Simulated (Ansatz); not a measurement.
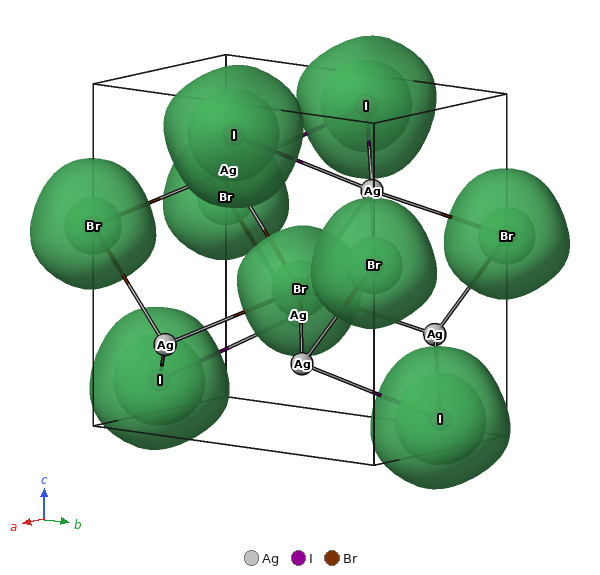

The picture shows: Ag2IBr. Isosurface of the ELF at 0.65 (green), seen at an oblique angle. Core shells are left out. Sticks mark near contacts.

Space group Pmmn; built by placing these elements on a known structure type; computed pressure about −3 GPa in this cell.

Level of theory: DFT, PAW plane waves, r2SCAN (Ansatz).

Core electrons are frozen (PAW), and the valence fields are smoothed inside the atomic spheres.

Q: What do the ELF domains correspond to?

A: The surface consists of two regions wrapped around Br (the valence shell of each) and two regions wrapped around I (the valence shell of each), counted in one cell of 8 atoms. Any copies at cell faces, edges or corners count once.

Values along the shortest contacts:
Ag–Br (2.98 Å): the ELF is about 0.15 at the midpoint. Ag–I (3.16 Å): the ELF is about 0.25 at the midpoint and 0.10 at its lowest between the atoms.
